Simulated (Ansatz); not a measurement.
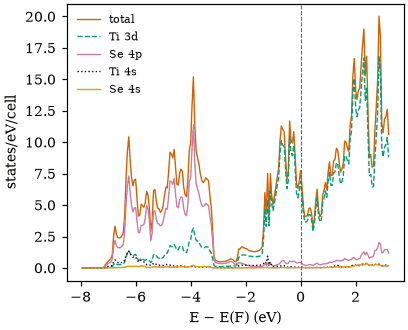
*Total and projected density of states of Ti₅Se₄ in space group I4/m (No. 87; Ti on 2a, Ti on 8h, Se on 8h), r²SCAN in the plane-wave PAW code Ansatz*

Question: Which orbitals carry the states next to the Fermi level?

Answer: Within 0.5 eV of the Fermi level: Ti 3d 89 %, Se 4p 5 %. Projections are on Löwdin-orthogonalised atomic valence shells; empty p or d shells of many metals are not among them.

Question: Where is the tallest occupied peak in this window, and what makes it?

Answer: Near -3.9 eV, about 15 states/eV per cell; the largest projected share is Se 4p.

The first step of the workflow began from a Materials Project structure, measured or hypothetical; the Crystallography Open Database copy checked does not list it. Its standing as an ambient phase is unchecked. Symmetry was held in the r²SCAN relaxation; its stability against distortions is not shown here. No spin polarisation was allowed. Scalar-relativistic: spin–orbit coupling is off unless named, which matters more the heavier the elements.

Potentials: the earlier of the program's two PAW sets.
